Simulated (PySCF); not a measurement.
**C₅H₁₃FO₂Si (SMILES CC[C@H](F)[SiH](OC)OC): density, localisation and related maps**

Input

```
{"job": {"kind": "nmr", "xc": "PBE0", "basis": "pcSseg-1"}, "charge": 0, "multiplicity": 1}
C      2.588834     0.805358     0.684253
C      2.267720    -0.567391     0.113814
C      0.836598    -0.981216     0.431914
F      0.696278    -2.332623     0.082722
Si    -0.554343    -0.035476    -0.487825
O     -2.015091    -0.683485    -0.214673
C     -2.494090    -1.972971    -0.490003
O     -0.566415     1.432452     0.182809
C     -1.488347     2.466036    -0.029153
H      2.499903     0.796501     1.768051
H      1.898514     1.546100     0.292803
H      3.604027     1.094616     0.424029
H      2.405670    -0.565161    -0.968946
H      2.948351    -1.312898     0.534677
H      0.687768    -0.964752     1.518606
H     -0.268270    -0.010992    -1.926461
H     -2.733125    -2.066338    -1.551140
H     -1.755687    -2.730184    -0.226957
H     -3.398830    -2.123921     0.099474
H     -1.362601     3.194132     0.772505
H     -2.509153     2.084112    -0.020547
H     -1.298121     2.947486    -0.990799
```

Launched as:

```sh
OMP_NUM_THREADS=1 python probes_run.py task.json out
```

Geometry: GFN2-xTB.

Theory: PySCF 2.14.0, PBE0/pcSseg-1, SCF density, gas phase, non-relativistic.

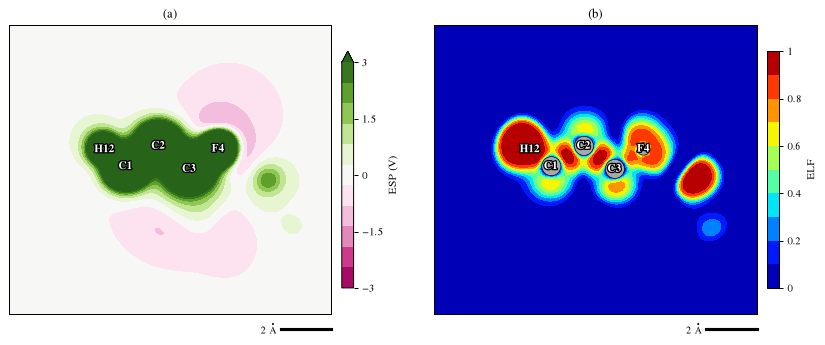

Figure 1. (a) electrostatic potential; (b) electron localisation function on the plane of atoms C2, C1 and H12. Grey discs cover the atomic cores in the ELF map.

Question: What does the map show?

Answer:
- The section cuts through C, F and H sites.
- C–F (1.40 Å): the ELF peaks at about 0.85 between the atoms; a polar covalent bond.
- C–C (1.52 Å): the ELF peaks at about 0.95 between the atoms, as expected for a covalent bond.
- C–H (1.09 Å): the ELF climbs to about 1 towards the hydrogen, as it does in any bond to H: an ordinary covalent bond to hydrogen.
- The ELF also peaks beside F4, away from the bonds: lone-pair regions.
- Outside the dense part of the molecule the potential is most negative (−1.3 V) near F4.

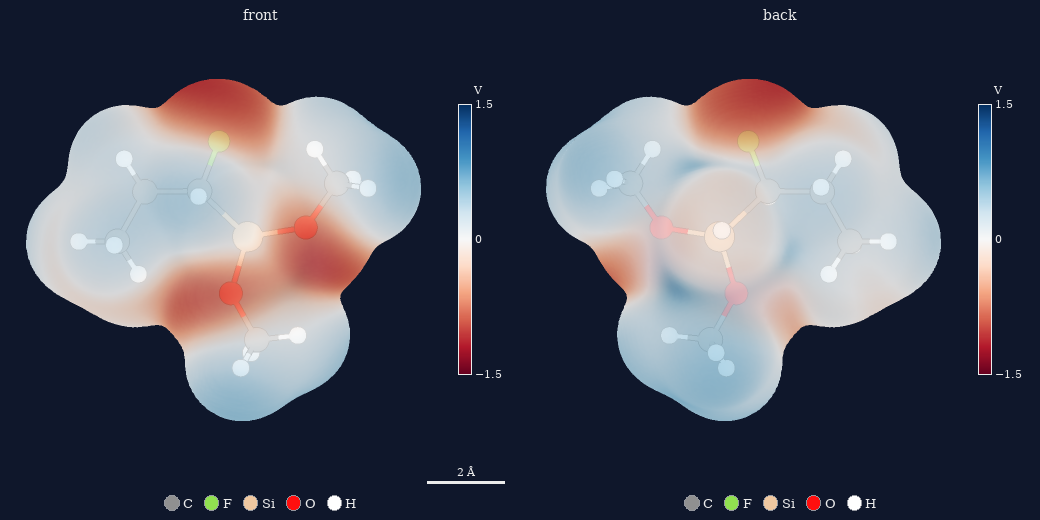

Figure 2. The electrostatic potential painted on the density surface at 0.001 e/bohr³, seen from the front and from behind; red is negative and blue positive.

Question: Which sites attract a positive test charge, and which a negative one?

Answer: A positive charge is drawn to the negative regions and a negative charge to the positive ones. The most negative region (about −1.1 V, or −25 kcal/mol for a unit charge) lies over F4 and O6, the most positive (about +0.6 V, or +14 kcal/mol for a unit charge) over Si5 and C9.

Question: What dipole moment does the calculation give?

Answer: Its dipole moment is 1.40 D.
